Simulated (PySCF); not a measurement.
# fluoroaluminate (AlF4−): electronic excitations and core binding energies

Aim: predict the electronic excitations and core binding energies of fluoroaluminate (AlF4−) (`[F][Al-]([F])([F])[F]`).

Computed with PySCF 2.14.0, with density-fitted response routines of our own, on a single molecule in the gas phase. Atoms are numbered from 0 throughout.

## 1. The molecule as given

5 atoms, charge -1, multiplicity 1; geometry from: GFN2-xTB.

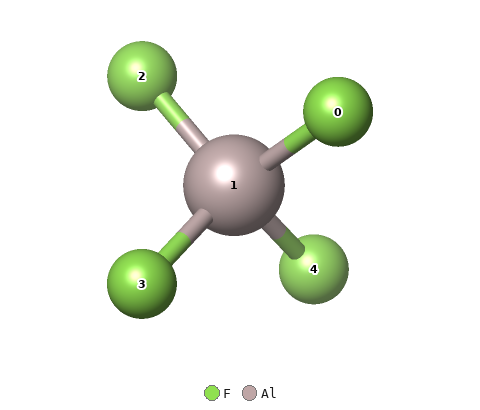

As it starts; fluorine green, aluminium light grey, atoms numbered.

## 2. TDDFT and polarisability: B3LYP/def2-SVPD

Job settings and geometry (Å):

```
{"job": {"kind": "uv", "xc": "B3LYP", "basis": "def2-SVPD", "nstates": 8, "ntriplets": 3}, "charge": -1, "multiplicity": 1}
F      1.321441     0.851552     0.603572
Al     0.001713     0.000579    -0.003464
F      0.519872    -1.051344    -1.211520
F     -1.117898     1.082474    -0.644271
F     -0.716506    -0.880408     1.238497
```

Level: TDDFT B3LYP/def2-SVPD, vertical, gas phase, core orbitals frozen in the response.

The log of the run:

```text
coarse grid: 5968 points
cycle   1  E = -641.6005927108  dE =  3.510e-03  |g| = 1.087e+00  |ddm| = 2.325e+00
cycle   2  E = -641.2541904435  dE =  3.464e-01  |g| = 1.858e+00  |ddm| = 1.878e+00
cycle   3  E = -641.8008557311  dE = -5.467e-01  |g| = 1.089e-02  |ddm| = 1.094e+00
cycle   4  E = -641.8008756788  dE = -1.995e-05  |g| = 4.547e-03  |ddm| = 2.667e-02
cycle   5  E = -641.8008786167  dE = -2.938e-06  |g| = 1.206e-03  |ddm| = 3.614e-03
final grid: 58312 points
cycle   6  E = -641.8787118875  dE = -1.824e-05  |g| = 4.089e-03  |ddm| = 1.576e-02
cycle   7  E = -641.8787084142  dE =  3.473e-06  |g| = 6.262e-03  |ddm| = 5.369e-03
cycle   8  E = -641.8787144858  dE = -6.072e-06  |g| = 1.533e-04  |ddm| = 3.435e-03
cycle   9  E = -641.8787144880  dE = -2.266e-09  |g| = 9.316e-05  |ddm| = 1.379e-04
cycle  10  E = -641.8787144893  dE = -1.234e-09  |g| = 3.142e-05  |ddm| = 6.522e-05
cycle  11  E = -641.8787144894  dE = -1.602e-10  |g| = 1.664e-06  |ddm| = 2.112e-05
converged SCF energy = -641.8787144894

Static polarisability (au): isotropic 27.938, principal 27.931 27.938 27.944

Singlet excitations
state   eV       nm        f      main configurations
  1   8.0612    153.8   0.00000   H->L 0.93
  2   8.0616    153.8   0.00000   H-1->L 0.94
  3   8.0619    153.8   0.00000   H-2->L 0.91
  4   8.7556    141.6   0.10843   H-3->L 0.98
  5   8.7557    141.6   0.10847   H-4->L 0.80, H-5->L 0.18
  6   8.7558    141.6   0.10845   H-5->L 0.81, H-4->L 0.19
  7   8.8904    139.5   0.00000   H-6->L 0.98
  8   8.8909    139.5   0.00000   H-7->L 0.98

Triplet excitations (Tamm-Dancoff, eV): 7.9974 7.9977 7.9981
```

Run time: 7.2 s. Hardware: 1 thread, shared host.

Frontier orbitals and where they lie:

| orbital | eV | atoms |
| --- | --- | --- |
| HOMO−3 | -5.89 | F0 25 %, F2 25 %, F3 22 % |
| HOMO−2 | -5.25 | F2 31 %, F4 26 %, F0 25 % |
| HOMO−1 | -5.25 | F0 35 %, F4 29 %, F3 23 % |
| HOMO | -5.25 | F3 34 %, F2 31 %, F4 20 % |
| LUMO | 3.68 | Al1 89 % |
| LUMO+1 | 6.24 | F4 32 %, F0 28 %, Al1 23 % |
| LUMO+2 | 6.24 | F2 40 %, Al1 23 %, F0 16 % |

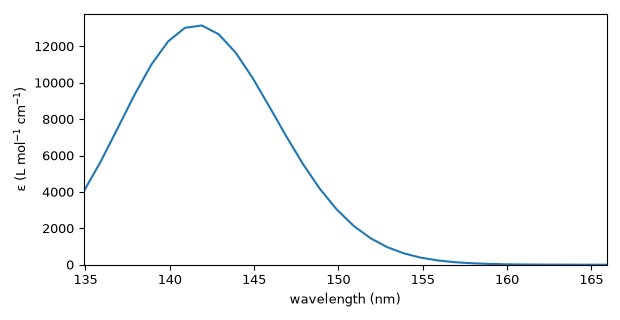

Absorption spectrum: each of the 8 states is a Gaussian band of 0.4 eV half-width at 1/e. Beyond the last state computed it falls off for lack of states.

Further results of this job:

| property | computed |
| --- | --- |
| polarisability (Å³) | 4.14 |
| HOMO–LUMO gap (eV) | 8.93 |
| −ε(HOMO) (eV) | 5.25 |

## 3. Core-electron binding energies: SCAN, X2C

Job settings and geometry (Å):

```
{"job": {"kind": "xps"}, "charge": -1, "multiplicity": 1}
F      1.321441     0.851552     0.603572
Al     0.001713     0.000579    -0.003464
F      0.519872    -1.051344    -1.211520
F     -1.117898     1.082474    -0.644271
F     -0.716506    -0.880408     1.238497
```

With the program's defaults for keys left out, this is: delta-SCF UKS SCAN, pcX-2 on the ionised atom, pcseg-1 elsewhere, spin-free X2C.

The log of the run:

```text
ground state, core basis on atom 0 (F), 105 functions
  cycle   1  E = -642.62018907  |g| = 1.18e+00
  cycle   2  E = -642.21221698  |g| = 2.06e+00
  cycle   3  E = -642.82796690  |g| = 6.33e-02
  cycle   4  E = -642.82803367  |g| = 6.43e-02
  cycle   5  E = -642.82854947  |g| = 5.99e-03
  cycle   6  E = -642.82855276  |g| = 1.68e-03
  cycle   7  E = -642.82855390  |g| = 2.68e-04
  E(ground) = -642.83916813 Eh
hole in F 1s of atom 0
  cycle   1  E = -616.72466017  |g| = 2.58e+00
  cycle   2  E = -616.81122794  |g| = 2.04e+00
  cycle   3  E = -617.57624782  |g| = 2.80e-01
  cycle   4  E = -617.57716713  |g| = 2.37e-01
  cycle   5  E = -617.59448446  |g| = 1.88e-02
  cycle   6  E = -617.59459218  |g| = 3.29e-03
  cycle   7  E = -617.59459481  |g| = 1.83e-03
  cycle   8  E = -617.59459530  |g| = 1.08e-03
  cycle   9  E = -617.59459539  |g| = 1.27e-04
  E(ion) = -617.61370426 Eh   <S^2> = 0.7564   hole on atom = 1.000   binding energy = 686.420 eV
ground state, core basis on atom 1 (Al), 116 functions
  cycle   1  E = -642.86970993  |g| = 2.52e-01
  cycle   2  E = -642.86945705  |g| = 9.88e-02
  cycle   3  E = -642.86929781  |g| = 9.77e-02
  cycle   4  E = -642.87069663  |g| = 1.53e-02
  cycle   5  E = -642.87072215  |g| = 2.24e-03
  cycle   6  E = -642.87072173  |g| = 2.39e-04
  E(ground) = -642.84416156 Eh
hole in Al 1s of atom 1
  cycle   1  E = -584.49834484  |g| = 3.97e+00
  cycle   2  E = -584.94308476  |g| = 1.86e+00
  cycle   3  E = -585.23114970  |g| = 8.08e-01
  cycle   4  E = -585.42260469  |g| = 2.78e-01
  cycle   5  E = -585.44495827  |g| = 2.49e-02
  cycle   6  E = -585.44515253  |g| = 6.89e-03
  cycle   7  E = -585.44516982  |g| = 3.09e-03
  cycle   8  E = -585.44517327  |g| = 9.82e-04
  cycle   9  E = -585.44517333  |g| = 3.41e-05
  E(ion) = -585.42404844 Eh   <S^2> = 0.7514   hole on atom = 1.000   binding energy = 1562.481 eV
hole in Al 2p of atom 1
  cycle   1  E = -639.84079516  |g| = 1.08e+00
  cycle   2  E = -639.89577734  |g| = 8.55e-01
  cycle   3  E = -640.03141262  |g| = 3.69e-01
  cycle   4  E = -640.07323057  |g| = 4.81e-02
  cycle   5  E = -640.07372215  |g| = 1.08e-02
  cycle   6  E = -640.07376610  |g| = 2.30e-03
  cycle   7  E = -640.07376720  |g| = 2.15e-03
  cycle   8  E = -640.07376716  |g| = 7.76e-05
  E(ion) = -640.05708528 Eh   <S^2> = 0.7512   hole on atom = 1.004   binding energy = 75.840 eV
  2p3/2 = 75.701 eV   2p1/2 = 76.124 eV
```

Wall time 6.8 s (1 thread, shared host).

Binding energies by hole, beside the orbital energy of the ground state; the difference holds orbital relaxation and, for a density functional, its self-interaction error:

| hole | stands for | environment | ΔSCF (eV; 2p as the shell's mean) | −ε (eV) | ⟨S²⟩ |
| --- | --- | --- | --- | --- | --- |
| F1s on F0 | F0, F2, F3, F4 | fluorine bonded to Al | 686.42 | 659.9 | 0.756 |
| Al1s on Al1 | Al1 | aluminium bonded to 4 F | 1562.48 | 1512.3 | 0.751 |
| Al2p on Al1 | Al1 | aluminium bonded to 4 F | 75.84 | 64.8 | 0.751 |

Each hole run stands for the others of its class of like atoms.

With the spin-orbit splitting: Al1 2p3/2 75.70, 2p1/2 76.12 eV. The table gives each 2p level as the mean over the whole 2p shell (two parts 2p3/2, one part 2p1/2), which differs a little from the single hole in the log.

## 4. Summary of results

```
                                quantity                        value
        lowest singlet (B3LYP/def2-SVPD)  8.06 eV (154 nm), f = 0.000
brightest single state of those computed  state 5, 8.76 eV, f = 0.108
                          lowest triplet                      8.00 eV
        F1s binding energies, SCAN/pcX-2                 F0 686.42 eV
       Al1s binding energies, SCAN/pcX-2               Al1 1562.48 eV
       Al2p binding energies, SCAN/pcX-2                 Al1 75.84 eV
```

What this shows: The first singlet state (HOMO→LUMO 0.93) lies at 8.06 eV and is dark; of the 8 states computed, the strongest absorption comes from states 4 to 6 together at 8.76 eV. The lowest triplet lies 0.06 eV below the lowest singlet (triplets in Tamm-Dancoff, singlets in full TDDFT). The lowest singlet lies above −ε(HOMO); no detachment energy was computed, so the anion's states may not be bound.
